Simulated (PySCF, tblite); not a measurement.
# C2F6: bond homolysis, part 2 of 3

tblite 0.8.0 and PySCF 2.14.0. Atoms count from 0.

### Step 11. Single point (C₂F₅ radical): M06-2X/def2-TZVP

Geometry: PBE0-D3(BJ)/def2-SVP.

The job: settings as JSON, then the geometry in Å.

```
{"job": {"kind": "sp", "xc": "M06-2X", "basis": "def2-TZVP", "grid": 3}, "charge": 0, "multiplicity": 2}
C      0.533867    -0.505312     0.212029
F      1.393826    -0.010454     1.069005
F      0.154839    -1.719237     0.527522
C     -0.600355     0.428336    -0.141687
F     -0.113048     1.575113    -0.594034
F     -1.362672    -0.125622    -1.073655
F     -1.364751     0.691701     0.921069
```

Standard output:

```text
coarse grid: 36864 points
cycle   1  E = -575.1992487053  dE =  1.444e+00  |g| = 7.815e-01  |ddm| = 1.759e+00
cycle   2  E = -575.1194709992  dE =  7.978e-02  |g| = 1.003e+00  |ddm| = 8.730e-01
cycle   3  E = -575.4172913366  dE = -2.978e-01  |g| = 5.975e-02  |ddm| = 4.059e-01
cycle   4  E = -575.4186735665  dE = -1.382e-03  |g| = 2.333e-02  |ddm| = 4.768e-02
cycle   5  E = -575.4189960993  dE = -3.225e-04  |g| = 1.027e-02  |ddm| = 2.845e-02
cycle   6  E = -575.4190565073  dE = -6.041e-05  |g| = 4.071e-03  |ddm| = 1.069e-02
cycle   7  E = -575.4190769661  dE = -2.046e-05  |g| = 1.172e-03  |ddm| = 8.462e-03
cycle   8  E = -575.4190785732  dE = -1.607e-06  |g| = 5.166e-04  |ddm| = 2.425e-03
final grid: 99552 points
cycle   9  E = -575.4199560347  dE = -1.090e-05  |g| = 1.827e-03  |ddm| = 9.049e-03
cycle  10  E = -575.4199563532  dE = -3.185e-07  |g| = 1.573e-03  |ddm| = 1.578e-03
cycle  11  E = -575.4199569427  dE = -5.895e-07  |g| = 2.706e-04  |ddm| = 6.328e-04
cycle  12  E = -575.4199569707  dE = -2.802e-08  |g| = 8.252e-05  |ddm| = 1.930e-04
cycle  13  E = -575.4199569758  dE = -5.038e-09  |g| = 2.482e-05  |ddm| = 8.702e-05
converged SCF energy = -575.4199569758
```

Run time: 35 s. Hardware: 1 thread of Intel Xeon Platinum 8259CL at 2.50GHz, shared host; peak memory 0.9 GiB.

### Step 12. Geometry optimisation with GFN2-xTB

This step treats CF3 radical, labelled `F[C](F)F` (the label fixes atoms and charge, not where charge and spin sit).

The job: settings as JSON, then the geometry in Å.

```
{"job": {"kind": "relax", "xc": "GFN2-xTB", "basis": "xTB"}, "charge": 0, "multiplicity": 2}
F      1.399700    -0.312300    -1.028700
C      0.748500    -0.066500     0.097400
F      1.256100     1.026600     0.663500
F      0.972400    -1.073500     0.924200
```

Standard output:

```text
step      E/eV     max force
  0    -442.10270    1.564
  1    -442.14250    0.844
  2    -442.18034    0.296
  3    -442.18354    0.053
  4    -442.18363    0.016
  5    -442.18364    0.015
  6    -442.18365    0.011
  7    -442.18366    0.005
```

Run time: 0.03 s. Hardware: 1 thread of Intel Xeon Platinum 8259CL at 2.50GHz, shared host.

Step by step:

| step | energy from step 0 (eV) | largest force (eV/Å) |
| --- | --- | --- |
| 0 | 0.0000 | 1.5640 |
| 1 | -0.0398 | 0.8442 |
| 2 | -0.0776 | 0.2961 |
| 3 | -0.0808 | 0.0526 |
| 4 | -0.0809 | 0.0164 |
| 5 | -0.0809 | 0.0146 |
| 6 | -0.0809 | 0.0115 |
| 7 | -0.0810 | 0.0051 |

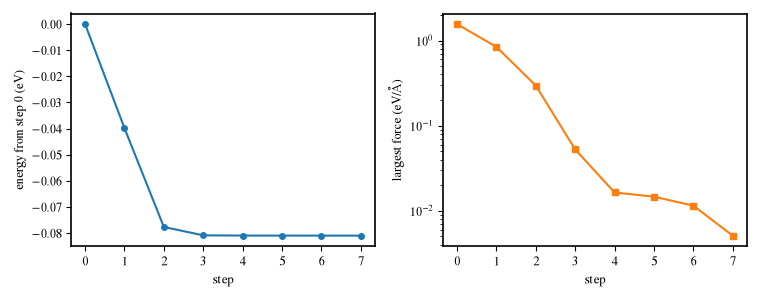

Energy and force, step by step.

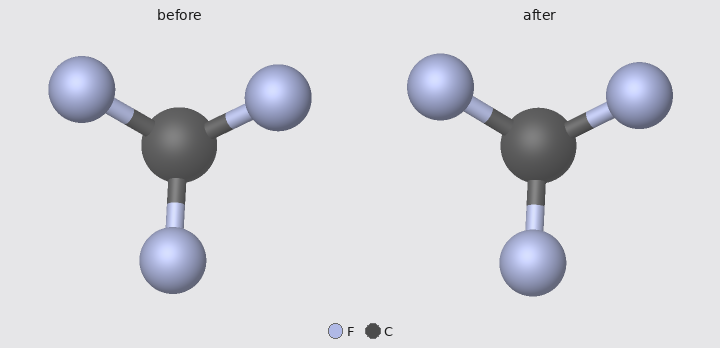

Before and after, at one scale.

Distances of close pairs at the start and the end, largest changes first:

| bond | before (Å) | after (Å) | change (Å) |
| --- | --- | --- | --- |
| C1–F2 | 1.332 | 1.320 | -0.011 |
| F0–C1 | 1.324 | 1.320 | -0.004 |
| C1–F3 | 1.322 | 1.320 | -0.002 |

The next job starts from the end point, and lists it.

### Step 13. Vibrational analysis with GFN2-xTB

The job: settings as JSON, then the geometry in Å.

```
{"job": {"kind": "ir", "xc": "GFN2-xTB", "basis": "xTB"}, "charge": 0, "multiplicity": 2}
F      1.382246    -0.304903    -1.055153
C      0.816740    -0.074964     0.115344
F      1.235528     1.053523     0.657549
F      0.942253    -1.099282     0.938584
```

Standard output:

```text
mode    cm-1     km/mol
  1     435.8     12.71
  2     435.9     12.70
  3     532.0     28.15
  4    1014.1      8.57
  5    1206.6    342.38
  6    1206.8    342.36
ZPE 28.897  H(298)-E 40.969  G(298)-E -38.868 kJ/mol  S 267.78 J/(mol K)
```

Run time: 0.13 s. Hardware: 1 thread of Intel Xeon Platinum 8259CL at 2.50GHz, shared host.

Which atoms move in the most intense modes:

| cm⁻¹ | km/mol | atoms |
| --- | --- | --- |
| 436 | 12.7 | F0 37 %, F2 32 %, F3 22 % |
| 436 | 12.7 | F3 38 %, F2 29 %, F0 24 % |
| 532 | 28.1 | C1 46 %, F3 18 %, F2 18 %, F0 18 % |
| 1014 | 8.6 | C1 36 %, F2 21 %, F0 21 %, F3 21 % |
| 1207 | 342.4 | C1 71 %, F2 19 % |
| 1207 | 342.4 | C1 71 %, F0 17 %, F3 12 % |

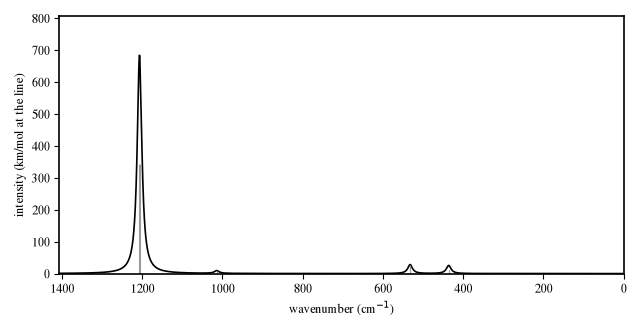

The infrared spectrum from these modes, unscaled. Lines are broadened to a width of 14 cm⁻¹ (Lorentzian).

### Step 14. Optimising the geometry at PBE0-D3(BJ)/def2-SVP

This step treats CF₃ radical, labelled `F[C](F)F` (the label fixes atoms and charge, not where charge and spin sit).

The job: settings as JSON, then the geometry in Å.

```
{"job": {"xc": "PBE0", "basis": "def2-SVP", "d3": "d3bj", "grid": 1, "kind": "geom"}, "charge": 0, "multiplicity": 2}
F      1.382246    -0.304903    -1.055153
C      0.816740    -0.074964     0.115344
F      1.235528     1.053523     0.657549
F      0.942253    -1.099282     0.938584
```

Standard output:

```text
step   0  E = -336.98247890  max force = 0.011736
step   1  E = -336.98292079  max force = 0.007202
step   2  E = -336.98299345  max force = 0.002277
step   3  E = -336.98302249  max force = 0.000167
step   4  E = -336.98302231  max force = 0.000129
optimisation converged
```

It took 7.6 s on 1 thread of Intel Xeon Platinum 8259CL at 2.50GHz, shared host.

Relaxation path:

| step | energy from step 0 (eV) | largest force component (eV/Å) |
| --- | --- | --- |
| 0 | 0.0000 | 0.6035 |
| 1 | -0.0120 | 0.3703 |
| 2 | -0.0140 | 0.1171 |
| 3 | -0.0148 | 0.0086 |
| 4 | -0.0148 | 0.0066 |

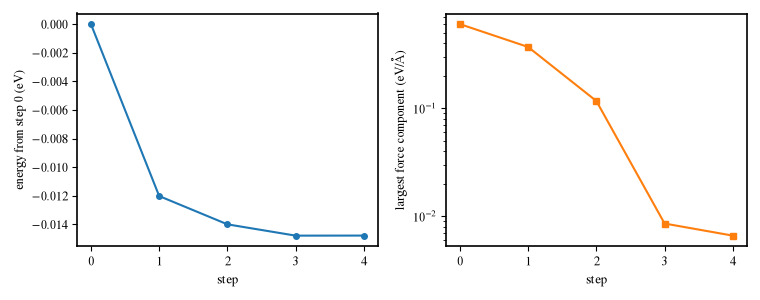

Energy and force, step by step.

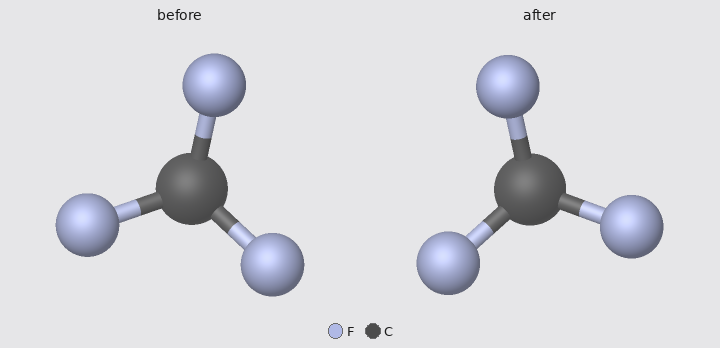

The geometry before (left) and after (right).

Close pairs (by a distance rule), those that changed most:

| bond | before (Å) | after (Å) | change (Å) |
| --- | --- | --- | --- |
| C1–F2 | 1.320 | 1.310 | -0.010 |
| C1–F3 | 1.320 | 1.311 | -0.010 |
| F0–C1 | 1.320 | 1.311 | -0.009 |

The end geometry stands in the next job.

| at the end point | value |
| --- | --- |
| point group (found at 0.08 Å tolerance) | C3v |
| rotational constants (GHz, main isotopes) | 10.973, 10.958, 5.670 |
| dipole moment (D) | 0.23 |
| ⟨S²⟩ | 0.752 |

### Step 15. Harmonic vibrations (CF₃ radical): PBE0-D3(BJ)/def2-SVP

The job: settings as JSON, then the geometry in Å.

```
{"job": {"xc": "PBE0", "basis": "def2-SVP", "d3": "d3bj", "grid": 2, "kind": "hessian"}, "charge": 0, "multiplicity": 2}
F      1.020650    -1.318153     0.480943
C      0.805565    -0.078111     0.114882
F      1.424758     0.205096    -1.004772
F      1.125673     0.765546     1.065306
```

Standard output:

```text
coarse grid: 4344 points
cycle   1  E = -336.8267256843  dE =  6.577e-01  |g| = 5.668e-01  |ddm| = 1.650e+00
cycle   2  E = -336.7207635354  dE =  1.060e-01  |g| = 8.159e-01  |ddm| = 8.688e-01
cycle   3  E = -336.9403331001  dE = -2.196e-01  |g| = 3.153e-02  |ddm| = 5.020e-01
cycle   4  E = -336.9406904893  dE = -3.574e-04  |g| = 9.376e-03  |ddm| = 2.835e-02
cycle   5  E = -336.9407390415  dE = -4.855e-05  |g| = 2.109e-03  |ddm| = 1.607e-02
cycle   6  E = -336.9407424939  dE = -3.452e-06  |g| = 6.362e-04  |ddm| = 3.150e-03
final grid: 46024 points
cycle   7  E = -336.9830196290  dE = -1.497e-05  |g| = 1.925e-03  |ddm| = 4.999e-03
cycle   8  E = -336.9830187237  dE =  9.053e-07  |g| = 2.593e-03  |ddm| = 2.632e-03
cycle   9  E = -336.9830208846  dE = -2.161e-06  |g| = 7.284e-05  |ddm| = 1.497e-03
cycle  10  E = -336.9830208883  dE = -3.787e-09  |g| = 3.898e-05  |ddm| = 8.778e-05
cycle  11  E = -336.9830208889  dE = -5.508e-10  |g| = 2.861e-05  |ddm| = 4.359e-05
cycle  12  E = -336.9830208892  dE = -3.234e-10  |g| = 5.217e-06  |ddm| = 2.266e-05
cycle  13  E = -336.9830208892  dE = -1.558e-11  |g| = 8.801e-07  |ddm| = 6.722e-06
converged SCF energy = -336.9830208892

mode    cm-1
  1     521.7
  2     522.2
  3     715.0
  4    1128.8
  5    1335.7
  6    1336.3
ZPE 33.254  H(298)-E 44.654  G(298)-E -34.069 kJ/mol  S 264.04 J/(mol K)
```

Run time: 32 s. Hardware: 1 thread of Intel Xeon Platinum 8259CL at 2.50GHz, shared host; peak memory 0.81 GiB.

Zero-point energy 33.25 kJ/mol (xTB gave 28.90).

### Step 16. Single point (CF₃ radical): M06-2X/def2-TZVP

Geometry: PBE0-D3(BJ)/def2-SVP.

The job: settings as JSON, then the geometry in Å.

```
{"job": {"kind": "sp", "xc": "M06-2X", "basis": "def2-TZVP", "grid": 3}, "charge": 0, "multiplicity": 2}
F      1.020650    -1.318153     0.480943
C      0.805565    -0.078111     0.114882
F      1.424758     0.205096    -1.004772
F      1.125673     0.765546     1.065306
```

Standard output:

```text
coarse grid: 21080 points
cycle   1  E = -337.4776513358  dE =  7.275e-01  |g| = 5.739e-01  |ddm| = 1.449e+00
cycle   2  E = -337.4612289872  dE =  1.642e-02  |g| = 6.801e-01  |ddm| = 7.479e-01
cycle   3  E = -337.5980828050  dE = -1.369e-01  |g| = 4.784e-02  |ddm| = 2.757e-01
cycle   4  E = -337.5990605815  dE = -9.778e-04  |g| = 1.507e-02  |ddm| = 4.213e-02
cycle   5  E = -337.5992926943  dE = -2.321e-04  |g| = 4.079e-03  |ddm| = 3.686e-02
cycle   6  E = -337.5993202156  dE = -2.752e-05  |g| = 1.108e-03  |ddm| = 1.171e-02
cycle   7  E = -337.5993218946  dE = -1.679e-06  |g| = 2.968e-04  |ddm| = 2.381e-03
final grid: 56904 points
cycle   8  E = -337.5998426185  dE = -4.007e-06  |g| = 1.394e-03  |ddm| = 4.036e-03
cycle   9  E = -337.5998427627  dE = -1.441e-07  |g| = 1.243e-03  |ddm| = 1.100e-03
cycle  10  E = -337.5998431373  dE = -3.747e-07  |g| = 1.731e-04  |ddm| = 4.599e-04
cycle  11  E = -337.5998431501  dE = -1.274e-08  |g| = 5.517e-05  |ddm| = 1.188e-04
cycle  12  E = -337.5998431527  dE = -2.629e-09  |g| = 1.595e-05  |ddm| = 6.211e-05
converged SCF energy = -337.5998431527
```

Wall time 9.3 s (1 thread of Intel Xeon Platinum 8259CL at 2.50GHz, shared host).

### Step 17. Bond homolysis: M06-2X/def2-TZVP

This step combines the energies above: geometries from PBE0-D3(BJ)/def2-SVP, zero-point and thermal terms from PBE0-D3(BJ)/def2-SVP.

The job: settings as JSON, then the geometry in Å.

```
{"job": {"kind": "bd", "cap": 6, "geom": {"xc": "PBE0", "basis": "def2-SVP", "d3": "d3bj", "grid": 1}, "hess": 1, "level": {"xc": "M06-2X", "basis": "def2-TZVP", "grid": 3}}, "charge": 0, "multiplicity": 1}
F      1.383467    -0.306134    -1.023454
C      0.759228    -0.075156     0.120415
F      1.238661     1.034237     0.660295
F      0.974942    -1.088118     0.944775
C     -0.754706     0.079559    -0.132677
F     -0.971293     1.107833    -0.937491
F     -1.230251    -1.020279    -0.695040
F     -1.381933     0.286881     1.014046
```

Output (the driver's rows laid out field by field):

```text
homolysis bond by bond, M06-2X/def2-TZVP // PBE0-D3(BJ)/def2-SVP

row 1
  atoms                   0 1
  elements                F C
  length                  1.3234
  fragments               formula F, charge 0, multiplicity 2, smiles [F], kept yes, pieces 1; formula C2F5, charge 0, multiplicity 2, smiles F[C](F)C(F)(F)F, kept yes, pieces 1, point_group Cs, largest_spin C 0.829
  electronic              534.39
  zero_kelvin             521.24
  enthalpy                525.95
  free_energy             475.46

row 2
  atoms                   1 4
  elements                C C
  length                  1.5427
  fragments               formula CF3, charge 0, multiplicity 2, smiles F[C](F)F, kept yes, pieces 1, point_group C3v, largest_spin C 0.805; formula CF3, charge 0, multiplicity 2, smiles F[C](F)F, kept yes, pieces 1, point_group C3v, largest_spin C 0.805
  electronic              413.52
  zero_kelvin             400.09
  enthalpy                402.89
  free_energy             343.23
```

It took 9.2 min on 1 thread of Intel Xeon Platinum 8259CL at 2.50GHz, shared host.

Some single points behind these values are not shown above.

Dissociation energies (kJ/mol, gas phase, 298 K for the thermal columns):

| bond | fragments | electronic | enthalpy | free energy |
| --- | --- | --- | --- | --- |
| F0–C1 | [F] + F[C](F)C(F)(F)F | 534.4 | 526.0 | 475.5 |
| C1–C4 | F[C](F)F + F[C](F)F | 413.5 | 402.9 | 343.2 |

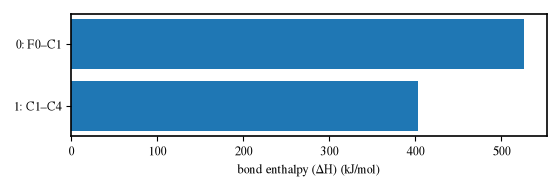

Dissociation energies, as enthalpies.

### Step 18. Single point (C₂F₆): r2SCAN-D3(BJ)/def2-TZVP

Geometry: PBE0-D3(BJ)/def2-SVP.

The job: settings as JSON, then the geometry in Å.

```
{"job": {"kind": "sp", "xc": "r2SCAN", "basis": "def2-TZVP", "d3": "d3bj", "grid": 3}, "charge": 0, "multiplicity": 1}
F      1.383467    -0.306134    -1.023454
C      0.759228    -0.075156     0.120415
F      1.238661     1.034237     0.660295
F      0.974942    -1.088118     0.944775
C     -0.754706     0.079559    -0.132677
F     -0.971293     1.107833    -0.937491
F     -1.230251    -1.020279    -0.695040
F     -1.381933     0.286881     1.014046
```

Standard output:

```text
coarse grid: 42160 points
cycle   1  E = -675.0898544940  dE =  1.512e+00  |g| = 1.218e+00  |ddm| = 2.565e+00
cycle   2  E = -674.5405933259  dE =  5.493e-01  |g| = 2.302e+00  |ddm| = 1.407e+00
cycle   3  E = -675.3080639589  dE = -7.675e-01  |g| = 4.644e-02  |ddm| = 9.324e-01
cycle   4  E = -675.3083712591  dE = -3.073e-04  |g| = 2.189e-02  |ddm| = 6.181e-02
cycle   5  E = -675.3084605369  dE = -8.928e-05  |g| = 3.780e-03  |ddm| = 1.966e-02
cycle   6  E = -675.3084623614  dE = -1.825e-06  |g| = 4.454e-04  |ddm| = 2.167e-03
final grid: 113808 points
cycle   7  E = -675.3068965827  dE = -1.933e-06  |g| = 1.054e-03  |ddm| = 3.317e-03
cycle   8  E = -675.3068964741  dE =  1.086e-07  |g| = 1.359e-03  |ddm| = 1.014e-03
cycle   9  E = -675.3068967062  dE = -2.322e-07  |g| = 2.300e-04  |ddm| = 5.892e-04
cycle  10  E = -675.3068967147  dE = -8.485e-09  |g| = 5.356e-05  |ddm| = 1.530e-04
converged SCF energy = -675.3068967147
```

Run time: 37 s. Hardware: 1 thread of Intel Xeon Platinum 8259CL at 2.50GHz, shared host; peak memory 0.76 GiB.

### Step 19. Single point (F radical): r2SCAN-D3(BJ)/def2-TZVP

Geometry: atom.

The job: settings as JSON, then the geometry in Å.

```
{"job": {"kind": "sp", "xc": "r2SCAN", "basis": "def2-TZVP", "d3": "d3bj", "grid": 3}, "charge": 0, "multiplicity": 2}
F      0.000000     0.000000     0.000000
```

Standard output:

```text
coarse grid: 5304 points
cycle   1  E = -99.7228134511  dE = -4.976e-02  |g| = 1.441e-01  |ddm| = 4.787e-01
cycle   2  E = -99.7276596109  dE = -4.846e-03  |g| = 1.829e-02  |ddm| = 5.517e-02
cycle   3  E = -99.7277533325  dE = -9.372e-05  |g| = 1.032e-02  |ddm| = 1.258e-02
cycle   4  E = -99.7277800004  dE = -2.667e-05  |g| = 2.976e-03  |ddm| = 5.315e-03
cycle   5  E = -99.7277826955  dE = -2.695e-06  |g| = 2.297e-04  |ddm| = 1.407e-03
final grid: 14264 points
cycle   6  E = -99.7276436037  dE = -5.848e-07  |g| = 4.034e-04  |ddm| = 7.501e-04
cycle   7  E = -99.7276436629  dE = -5.917e-08  |g| = 3.695e-04  |ddm| = 4.233e-04
cycle   8  E = -99.7276437117  dE = -4.883e-08  |g| = 1.147e-04  |ddm| = 2.082e-04
cycle   9  E = -99.7276437512  dE = -3.951e-08  |g| = 1.030e-04  |ddm| = 3.476e-04
cycle  10  E = -99.7276437737  dE = -2.246e-08  |g| = 1.026e-04  |ddm| = 2.040e-04
cycle  11  E = -99.7276445667  dE = -7.930e-07  |g| = 9.524e-05  |ddm| = 7.695e-03
cycle  12  E = -99.7276452719  dE = -7.052e-07  |g| = 1.182e-04  |ddm| = 8.519e-03
cycle  13  E = -99.7276458042  dE = -5.323e-07  |g| = 3.990e-04  |ddm| = 1.118e-02
cycle  14  E = -99.7276457527  dE =  5.153e-08  |g| = 1.225e-04  |ddm| = 2.490e-03
cycle  15  E = -99.7276457360  dE =  1.671e-08  |g| = 1.786e-04  |ddm| = 3.858e-04
cycle  16  E = -99.7276457898  dE = -5.383e-08  |g| = 2.727e-04  |ddm| = 1.540e-03
cycle  17  E = -99.7276456086  dE =  1.812e-07  |g| = 4.472e-04  |ddm| = 3.939e-03
cycle  18  E = -99.7276456611  dE = -5.255e-08  |g| = 3.672e-04  |ddm| = 7.740e-04
cycle  19  E = -99.7276458867  dE = -2.256e-07  |g| = 1.699e-04  |ddm| = 5.395e-03
cycle  20  E = -99.7276460206  dE = -1.340e-07  |g| = 3.175e-05  |ddm| = 5.765e-03
cycle  21  E = -99.7276460747  dE = -5.403e-08  |g| = 7.365e-05  |ddm| = 4.814e-03
cycle  22  E = -99.7276460938  dE = -1.910e-08  |g| = 6.014e-05  |ddm| = 1.230e-03
cycle  23  E = -99.7276462043  dE = -1.105e-07  |g| = 5.140e-05  |ddm| = 9.193e-03
cycle  24  E = -99.7276462083  dE = -3.950e-09  |g| = 8.057e-05  |ddm| = 1.379e-03
converged SCF energy = -99.7276462083
```

Wall time 1.5 s (1 thread of Intel Xeon Platinum 8259CL at 2.50GHz, shared host).

### Step 20. Single point (C₂F₅ radical): r2SCAN-D3(BJ)/def2-TZVP

Geometry: PBE0-D3(BJ)/def2-SVP.

The job: settings as JSON, then the geometry in Å.

```
{"job": {"kind": "sp", "xc": "r2SCAN", "basis": "def2-TZVP", "d3": "d3bj", "grid": 3}, "charge": 0, "multiplicity": 2}
C      0.533867    -0.505312     0.212029
F      1.393826    -0.010454     1.069005
F      0.154839    -1.719237     0.527522
C     -0.600355     0.428336    -0.141687
F     -0.113048     1.575113    -0.594034
F     -1.362672    -0.125622    -1.073655
F     -1.364751     0.691701     0.921069
```

Standard output:

```text
coarse grid: 36864 points
cycle   1  E = -575.2160920028  dE =  1.261e+00  |g| = 7.459e-01  |ddm| = 1.772e+00
cycle   2  E = -574.7901695516  dE =  4.259e-01  |g| = 1.413e+00  |ddm| = 8.834e-01
cycle   3  E = -575.3821740679  dE = -5.920e-01  |g| = 6.212e-02  |ddm| = 5.874e-01
cycle   4  E = -575.3826842238  dE = -5.102e-04  |g| = 5.583e-02  |ddm| = 7.032e-02
cycle   5  E = -575.3836054666  dE = -9.212e-04  |g| = 1.040e-02  |ddm| = 2.853e-02
cycle   6  E = -575.3836424274  dE = -3.696e-05  |g| = 2.937e-03  |ddm| = 7.918e-03
cycle   7  E = -575.3836444118  dE = -1.984e-06  |g| = 2.384e-03  |ddm| = 3.444e-03
final grid: 99552 points
cycle   8  E = -575.3822506839  dE =  1.481e-06  |g| = 4.217e-03  |ddm| = 4.363e-03
cycle   9  E = -575.3822387077  dE =  1.198e-05  |g| = 7.699e-03  |ddm| = 5.467e-03
cycle  10  E = -575.3822558417  dE = -1.713e-05  |g| = 1.980e-04  |ddm| = 3.513e-03
cycle  11  E = -575.3822558499  dE = -8.245e-09  |g| = 1.116e-04  |ddm| = 1.476e-04
cycle  12  E = -575.3822558535  dE = -3.572e-09  |g| = 2.671e-05  |ddm| = 5.732e-05
converged SCF energy = -575.3822558535
```

Run time: 44 s. Hardware: 1 thread of Intel Xeon Platinum 8259CL at 2.50GHz, shared host; peak memory 0.74 GiB.

### Step 21. Single point (CF3 radical): r2SCAN-D3(BJ)/def2-TZVP

Geometry: PBE0-D3(BJ)/def2-SVP.

The job: settings as JSON, then the geometry in Å.

```
{"job": {"kind": "sp", "xc": "r2SCAN", "basis": "def2-TZVP", "d3": "d3bj", "grid": 3}, "charge": 0, "multiplicity": 2}
F      1.020650    -1.318153     0.480943
C      0.805565    -0.078111     0.114882
F      1.424758     0.205096    -1.004772
F      1.125673     0.765546     1.065306
```

Standard output:

```text
coarse grid: 21080 points
cycle   1  E = -337.4879307598  dE =  6.740e-01  |g| = 5.547e-01  |ddm| = 1.401e+00
cycle   2  E = -337.2977173075  dE =  1.902e-01  |g| = 9.754e-01  |ddm| = 6.878e-01
cycle   3  E = -337.5812530850  dE = -2.835e-01  |g| = 3.279e-02  |ddm| = 4.006e-01
cycle   4  E = -337.5816656937  dE = -4.126e-04  |g| = 9.885e-03  |ddm| = 3.642e-02
cycle   5  E = -337.5817046935  dE = -3.900e-05  |g| = 2.538e-03  |ddm| = 1.122e-02
cycle   6  E = -337.5817076452  dE = -2.952e-06  |g| = 9.670e-04  |ddm| = 2.339e-03
final grid: 56904 points
cycle   7  E = -337.5806902075  dE = -1.276e-06  |g| = 1.179e-03  |ddm| = 2.352e-03
cycle   8  E = -337.5806897961  dE =  4.115e-07  |g| = 1.675e-03  |ddm| = 1.878e-03
cycle   9  E = -337.5806907210  dE = -9.249e-07  |g| = 3.061e-04  |ddm| = 9.091e-04
cycle  10  E = -337.5806907461  dE = -2.513e-08  |g| = 4.688e-05  |ddm| = 1.797e-04
cycle  11  E = -337.5806907465  dE = -3.939e-10  |g| = 3.471e-05  |ddm| = 3.817e-05
converged SCF energy = -337.5806907465
```

Run time: 10 s. Hardware: 1 thread of Intel Xeon Platinum 8259CL at 2.50GHz, shared host.

(Continued in part 3 of 3.)
